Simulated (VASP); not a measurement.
**GaPPt5: structure and properties in VASP**

Aim: relax GaPPt5, then compute properties on the relaxed cell. The steps: relaxing cell and atoms (PBEsol + D3(BJ)), second relaxation, single point with fields (PBEsol + D3(BJ)), band structure (PBEsol + D3(BJ)), total and projected DOS (PBEsol + D3(BJ)), independent-particle dielectric function (PBEsol + D3(BJ)), zone-centre phonons (PBEsol + D3(BJ)), a single point (PBEsol + D3(BJ)), changed input and bands along the symmetry lines (PBEsol + D3(BJ)), changed input. The start is a computed cell from the Materials Project.

Calculated with VASP 6.6.1; PBEsol with D3(BJ); plane waves and PAW (Ga_d, P, Pt).

## (1) The starting structure

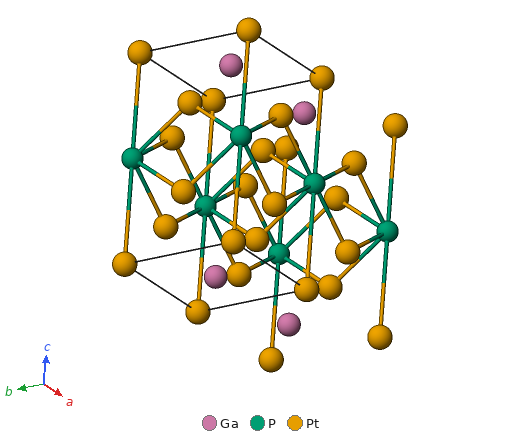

The cell as given, from a free direction (gallium pink, phosphorus teal, platinum orange). 2×1×1 cells are drawn. Some periodic images of atoms are drawn too.

As a file:

```
Ga P Pt
1.0
     3.91763    0.00000    0.00000
     0.00000    3.91763    0.00000
     0.00000    0.00000    6.88460
Ga P Pt
1 1 5
Direct
  0.50000 0.50000 0.00000
  0.00000 0.00000 0.50000
  0.00000 0.50000 0.28992
  0.00000 0.50000 0.71008
  0.50000 0.00000 0.28992
  0.50000 0.00000 0.71008
  0.00000 0.00000 0.00000
```

## (2) Relaxing cell and atoms (PBEsol + D3(BJ))

Properties are meant for the cell that this level of theory prefers, so cell and atoms are relaxed first (ISIF = 3) until forces and stress are small; EDIFFG sets the threshold. PBEsol restores the gradient expansion of exchange and is tuned for the cells of solids. A dispersion term adds the long-range attraction that semilocal functionals lack. D3 with Becke-Johnson damping keeps a finite attraction at short range.

Input file INCAR:

```
SYSTEM = GaPPt5
PREC = Accurate
ENCUT = 400
EDIFF = 1E-06
NELM = 100
ISMEAR = 0
SIGMA = 0.05
LREAL = .FALSE.
ALGO = Normal
GGA = PS
IVDW = 12
NBANDS = 42
LASPH = .TRUE.
LORBIT = 11
LWAVE = .FALSE.
LCHARG = .FALSE.
KPAR = 4
IBRION = 2
NSW = 60
ISIF = 3
EDIFFG = -0.01
```

Input file POSCAR:

```
GaPPt5
1.0
    3.9176303600      0.0000000000      0.0000000000
    0.0000000000      3.9176303600      0.0000000000
    0.0000000000      0.0000000000      6.8845979100
Ga P Pt
1 1 5
Direct
    0.5000000000      0.5000000000      0.0000000000
    0.0000000000      0.0000000000      0.5000000000
    0.0000000000      0.5000000000      0.2899181300
    0.0000000000      0.5000000000      0.7100818700
    0.5000000000      0.0000000000      0.2899181300
    0.5000000000      0.0000000000      0.7100818700
    0.0000000000      0.0000000000      0.0000000000
```

Input file KPOINTS:

```
Automatic mesh
0
Gamma
6 6 4
0 0 0
```

The projector-augmented-wave data sets are Ga_d, P and Pt (PBE family, release 64).

Started as:

```console
$ mpirun -np 4 vasp_std
```

Log:

```text
[banner, memory and clock lines left out]
running    4 mpi-ranks, on    1 nodes
 distrk:  each k-point on    1 cores,    4 groups
 distr:  one band on    1 cores,    1 groups

 POSCAR found type information on POSCAR GaP Pt
 POSCAR found :  3 types and       7 ions
|                                                                             |
|               ----> ADVICE to this user running VASP <----                  |
|                                                                             |
|     You enforced a specific xc type in the INCAR file but a different       |
|     [... a line on the potential file left out ...]
|     I HOPE YOU KNOW WHAT YOU ARE DOING!                                     |
|                                                                             |

 LDA part: xc-table for (Slater+PW92), standard interpolation
 POSCAR, INCAR and KPOINTS ok, starting setup
 FFT: planning ... GRIDC
 FFT: planning ... GRID_SOFT
 FFT: planning ... GRID
 WAVECAR not read
 entering main loop
       N       E                     dE             d eps       ncg     rms          rms(c)
DAV:   1     0.541116297278E+03    0.54112E+03   -0.27140E+04  2720   0.172E+03
DAV:   2     0.136786426615E+02   -0.52744E+03   -0.50145E+03  2838   0.465E+02
DAV:   3    -0.470712366571E+02   -0.60750E+02   -0.57420E+02  2888   0.122E+02
DAV:   4    -0.495888193123E+02   -0.25176E+01   -0.24883E+01  2900   0.272E+01
DAV:   5    -0.496707968166E+02   -0.81978E-01   -0.81788E-01  3326   0.454E+00    0.283E+01
DAV:   6    -0.475586840008E+02    0.21121E+01   -0.74462E+00  2768   0.152E+01    0.141E+01
DAV:   7    -0.474339779660E+02    0.12471E+00   -0.11482E+00  3164   0.890E+00    0.616E+00
DAV:   8    -0.473378817785E+02    0.96096E-01   -0.72045E-01  2742   0.687E+00    0.270E+00
DAV:   9    -0.473069881041E+02    0.30894E-01   -0.11477E-01  2832   0.248E+00    0.425E-01
DAV:  10    -0.473063291242E+02    0.65898E-03   -0.77957E-03  3466   0.613E-01    0.215E-01
DAV:  11    -0.473063076983E+02    0.21426E-04   -0.10145E-03  2808   0.197E-01    0.635E-02
DAV:  12    -0.473062847430E+02    0.22955E-04   -0.14489E-04  2920   0.984E-02    0.255E-02
DAV:  13    -0.473062848834E+02   -0.14043E-06   -0.92513E-06  3280   0.238E-02
   1 F= -.51708376E+02 E0= -.51707289E+02  d E =-.517084E+02
 curvature:   0.00 expect dE= 0.000E+00 dE for cont linesearch  0.000E+00
 trial: gam= 0.00000 g(F)=  0.338E-03 g(S)=  0.966E+00 ort = 0.000E+00 (trialstep = 0.100E+01)
 search vector abs. value=  0.966E+00
 bond charge predicted
       N       E                     dE             d eps       ncg     rms          rms(c)
DAV:   1    -0.582688291827E+02   -0.10963E+02   -0.24029E+02  2760   0.108E+02    0.339E+01
DAV:   2    -0.468787750558E+02    0.11390E+02   -0.29682E+01  3206   0.537E+01    0.735E+00
DAV:   3    -0.459760098419E+02    0.90277E+00   -0.31055E+00  3548   0.120E+01    0.344E+00
DAV:   4    -0.458302023266E+02    0.14581E+00   -0.33533E-01  3478   0.478E+00    0.170E+00
DAV:   5    -0.457866426694E+02    0.43560E-01   -0.90269E-02  3602   0.229E+00    0.777E-01
DAV:   6    -0.457829126653E+02    0.37300E-02   -0.12778E-02  3006   0.912E-01    0.414E-01
DAV:   7    -0.457826211412E+02    0.29152E-03   -0.31605E-03  3250   0.344E-01    0.626E-02
DAV:   8    -0.457825431702E+02    0.77971E-04   -0.19696E-04  2850   0.885E-02    0.301E-02
DAV:   9    -0.457825406022E+02    0.25680E-05   -0.20558E-05  3314   0.280E-02    0.517E-03
DAV:  10    -0.457825402367E+02    0.36555E-06   -0.12453E-06  1652   0.815E-03
   2 F= -.50879148E+02 E0= -.50878284E+02  d E =0.829229E+00
[... from here on, the cycles between the ionic steps are left out ...]
   3 F= -.51859172E+02 E0= -.51858274E+02  d E =-.150795E+00
   4 F= -.51859354E+02 E0= -.51858450E+02  d E =-.150978E+00
   5 F= -.51859327E+02 E0= -.51858417E+02  d E =-.150951E+00
   6 F= -.51859250E+02 E0= -.51858371E+02  d E =0.772489E-04
   7 F= -.51859394E+02 E0= -.51858496E+02  d E =-.664411E-04
   8 F= -.51859394E+02 E0= -.51858498E+02  d E =-.665297E-04
   9 F= -.51859394E+02 E0= -.51858498E+02  d E =-.665985E-04
 curvature:  -0.10 expect dE=-0.123E-04 dE for cont linesearch -0.874E-07
 trial: gam= 0.33207 g(F)=  0.593E-04 g(S)=  0.587E-04 ort =-0.186E-04 (trialstep = 0.762E+00)
 search vector abs. value=  0.151E-03
 bond charge predicted
       N       E                     dE             d eps       ncg     rms          rms(c)
DAV:   1    -0.472621432534E+02    0.42385E-03   -0.21159E-02  2526   0.578E-01    0.525E-02
DAV:   2    -0.472621386531E+02    0.46003E-05   -0.36962E-04  3506   0.114E-01    0.240E-02
DAV:   3    -0.472621269628E+02    0.11690E-04   -0.32665E-05  2838   0.357E-02    0.174E-02
DAV:   4    -0.472621242578E+02    0.27049E-05   -0.10099E-05  2908   0.228E-02    0.526E-03
DAV:   5    -0.472621240380E+02    0.21980E-06   -0.13135E-06  1446   0.862E-03
  10 F= -.51859449E+02 E0= -.51858568E+02  d E =-.550108E-04
 trial-energy change:   -0.000055  1 .order   -0.000056   -0.000085   -0.000026
 step:   1.1056(harm=  1.1056)  dis= 0.00134  next Energy=   -51.859456 (dE=-0.619E-04)
 reached required accuracy - stopping structural energy minimisation
```

The job ended after 74 s (4 MPI ranks of Intel Xeon 6975P-C (Granite Rapids), shared host; peak memory 1 GiB).

Lines that name or quote the potential files are left out of all logs, and their timing lines are given in words.

From OUTCAR (step 2):

```text
ion  position               nearest neighbor table
   1  0.500  0.500  0.000-   7 2.77   7 2.77   7 2.77   7 2.77   3 2.80   5 2.80   6 2.80   4 2.80
                             3 2.80   4 2.80   5 2.80   6 2.80
   2  0.000  0.000  0.500-   3 2.43   4 2.43   5 2.43   6 2.43   3 2.43   4 2.43   5 2.43   6 2.43

  LATTYP: Found a simple tetragonal cell.
 ALAT       =     3.9176303600
 C/A-ratio  =     1.7573372874

 Subroutine GETGRP returns: Found 16 space group operations
 (whereof 16 operations were pure point group operations)

The static configuration has the point symmetry D_4h.

 Found     30 irreducible k-points:

   k-points           NKPTS =     30   k-points in BZ     NKDIM =     30   number of bands    NBANDS=     42

   dimension x,y,z NGX =    28 NGY =   28 NGZ =   48
   dimension x,y,z NGXF=    56 NGYF=   56 NGZF=   96

   ENCUT  =  400.0 eV  29.40 Ry    5.42 a.u.   6.39  6.39 11.23*2*pi/ulx,y,z

   NELECT =      68.0000    total number of electrons

 k-points in reciprocal lattice and weights: Automatic mesh
   0.00000000  0.00000000  0.00000000       0.007
   0.16666667  0.00000000  0.00000000       0.028
   0.33333333  0.00000000  0.00000000       0.028
   0.50000000  0.00000000  0.00000000       0.014
   0.16666667  0.16666667  0.00000000       0.028
   0.33333333  0.16666667  0.00000000       0.056
   0.50000000  0.16666667  0.00000000       0.028
   0.33333333  0.33333333  0.00000000       0.028
   0.50000000  0.33333333  0.00000000       0.028
[...]
0.50000000  0.33333333  0.50000000       0.028
   0.50000000  0.50000000  0.50000000       0.007

 Edisp (eV)   -4.59683

 average (electrostatic) potential at core
       1 -59.2488       2 -79.0542       3 -63.0678       4 -63.0678       5 -63.0678
       6 -63.0678       7 -62.6460

 E-fermi :  11.4388

 k-point     1 :       0.0000    0.0000    0.0000
  band No.  band energies     occupation
    ...
     30       9.8483      2.00000
     31      10.0112      2.00000
     32      10.1906      2.00000
     33      10.1906      2.00000
     34      11.4540      0.66834
     35      11.5008      0.07966
     36      12.9793      0.00000
     37      13.0884      0.00000
     38      15.6051      0.00000
     39      15.6051      0.00000
    ...

 k-point     2 :       0.1667    0.0000    0.0000
  band No.  band energies     occupation
    ...
     30       9.5454      2.00000
     31       9.6774      2.00000
     32       9.7897      2.00000
     33      10.1163      2.00000
     34      10.9552      2.00000
     35      12.0787      0.00000
     36      12.7349      0.00000
     37      13.8359      0.00000
     38      14.5236      0.00000
     39      14.9139      0.00000
    ...

 k-point     3 :       0.3333    0.0000    0.0000
  band No.  band energies     occupation
    ...
     30       9.0527      2.00000
     31       9.3141      2.00000
     32       9.6248      2.00000
     33       9.8656      2.00000
     34      10.4993      2.00000
     35      11.9513      0.00000
     36      12.4516      0.00000
     37      13.0281      0.00000
     38      14.4903      0.00000
     39      15.3124      0.00000
    ...

 Edisp (eV)   -4.59732

  Total      -0.02575    -0.02575     0.00162     0.00000    -0.00000     0.00000
  in kB      -0.40754    -0.40754     0.02570     0.00000    -0.00000     0.00000
  external pressure =       -0.26 kB  Pullay stress =        0.00 kB

  energy-cutoff  :      400.00
  volume of cell :      101.24
      direct lattice vectors                 reciprocal lattice vectors
     3.860753336 -0.000000000  0.000000000     0.259016807  0.000000000  0.000000000
     0.000000000  3.860753336 -0.000000000    -0.000000000  0.259016807  0.000000000
    -0.000000000 -0.000000000  6.791904511    -0.000000000  0.000000000  0.147234108

 POSITION                                       TOTAL-FORCE (eV/Angst)
 -----------------------------------------------------------------------------------
      1.93038      1.93038      6.79190        -0.000000     -0.000000     -0.000000
     -0.00000     -0.00000      3.39595        -0.000000     -0.000000     -0.000000
     -0.00000      1.93038      1.97096        -0.000000     -0.000000      0.004641
     -0.00000      1.93038      4.82094         0.000000      0.000000     -0.004641
      1.93038     -0.00000      1.97096        -0.000000     -0.000000      0.004641
      1.93038     -0.00000      4.82094         0.000000      0.000000     -0.004641
     -0.00000     -0.00000      6.79190        -0.000000     -0.000000     -0.000000
 -----------------------------------------------------------------------------------
    total drift:                                0.000000     -0.000000      0.000000

  FREE ENERGIE OF THE ION-ELECTRON SYSTEM (eV)
  ---------------------------------------------------
  free  energy   TOTEN  =       -51.8594487798 eV

  energy  without entropy=      -51.8576881486  energy(sigma->0) =      -51.85856846

 reached required accuracy - stopping structural energy minimisation

 total charge
# of ion       s       p       d       tot
------------------------------------------
    1        0.797   0.706  10.069  11.571
    2        0.962   1.400   0.000   2.363
    3        0.649   0.686   8.202   9.537
    4        0.649   0.686   8.202   9.537
    5        0.649   0.686   8.202   9.537
    6        0.649   0.686   8.202   9.537
    7        0.630   0.609   8.211   9.451
--------------------------------------------------
tot          4.986   5.458  51.088  61.532

[... 3 further parts left out ...]
```

CONTCAR:

```
GaPPt5
   1.00000000000000
     3.8607533356472996   -0.0000000000000000    0.0000000000000000
     0.0000000000000000    3.8607533356472996   -0.0000000000000000
    -0.0000000000000000   -0.0000000000000000    6.7919045108460292
  Ga              P               Pt
     1     1     5
Direct
     0.5000000000000000    0.5000000000000000    1.0000000000000000
     0.0000000000000000    0.0000000000000000    0.5000000000000000
     0.0000000000000000    0.5000000000000000    0.2901925661805568
     0.0000000000000000    0.5000000000000000    0.7098074338194432
     0.5000000000000000    0.0000000000000000    0.2901925661805568
     0.5000000000000000    0.0000000000000000    0.7098074338194432
     0.0000000000000000    0.0000000000000000    1.0000000000000000
```

The k-mesh is coarse for a metal. The PAW data sets were made with PBE, which is usual practice but a small mismatch for other functionals. The run keeps the 16 symmetry operations of its start, so it cannot find a distortion of lower symmetry.

The steps of the relaxation:

| step | energy less that of the first step (eV) | largest force (eV/Å) | pressure (GPa) | volume (Å³) |
| --- | --- | --- | --- | --- |
| 1 | 0.0000 | 0.0418 | -10.36 | 105.66 |
| 2 | 0.8292 | 0.0410 | 35.61 | 91.43 |
| 3 | -0.1508 | 0.0235 | -0.39 | 101.37 |
| 4 | -0.1510 | 0.0229 | -0.04 | 101.24 |
| 5 | -0.1510 | 0.0226 | 0.19 | 101.16 |
| 6 | -0.1509 | 0.0101 | -0.38 | 101.37 |
| 7 | -0.1510 | 0.0176 | -0.02 | 101.24 |
| 8 | -0.1510 | 0.0163 | -0.09 | 101.25 |
| 9 | -0.1510 | 0.0175 | -0.07 | 101.25 |
| 10 | -0.1511 | 0.0046 | -0.03 | 101.24 |

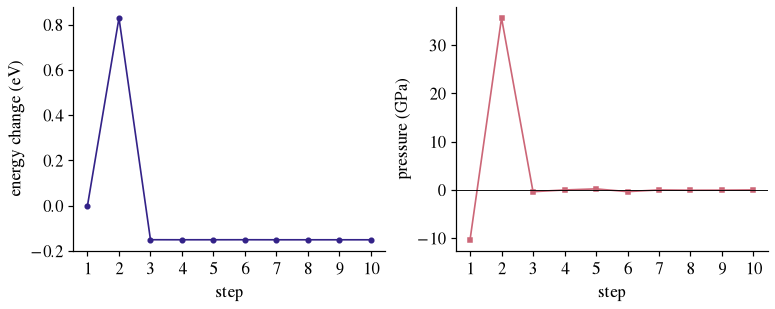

Energy and pressure along the relaxation.

| conventional cell, symmetrised | before | after | change |
| --- | --- | --- | --- |
| a (Å) | 3.918 | 3.861 | -1.5 % |
| b (Å) | 3.918 | 3.861 | -1.5 % |
| c (Å) | 6.885 | 6.792 | -1.3 % |
| volume (Å³/atom) | 15.09 | 14.46 | -4.2 % |

Final coordinates:

```
Ga P Pt
1.0
     3.86075    0.00000    0.00000
     0.00000    3.86075    0.00000
     0.00000    0.00000    6.79190
Ga P Pt
1 1 5
Direct
  0.50000 0.50000 0.00000
  0.00000 0.00000 0.50000
  0.00000 0.50000 0.29019
  0.00000 0.50000 0.70981
  0.50000 0.00000 0.29019
  0.50000 0.00000 0.70981
  0.00000 0.00000 0.00000
```

This step gave:

```
electrons                       : 68
bands                           : 42
irreducible k-points            : 30
symmetry operations             : 16
free energy (TOTEN)             : -51.8594 eV
energy at zero smearing         : -51.8586 eV
Fermi energy                    : 11.44 eV
pressure                        : -0.02631 GPa
metallic                        : yes
SCF cycles over all ionic steps : 69
```

It ends with a largest force of 0.005 eV/Å and a pressure of -0.03 GPa.

(Part 1 of 6 ends here.)

[Lines on the potential files, build, host, timing and source positions are cut from VASP's logs without a mark.]

[Logs are printed without paths, hosts, clocks, repeated set-up lines and the standing remarks that a program may print on its own settings, such as how far it seeks lower states.]

[Hosts, paths, dates, database ids (printed as entryN), source tags and the programs' standing remarks are cut or masked in the printed files.]

[A measured line is paired with the nearest computed mode of its activity, which favours agreement.]

[In band tables of VASP the shares of atoms and orbitals are scaled to a sum of 1 inside the atoms' spheres.]
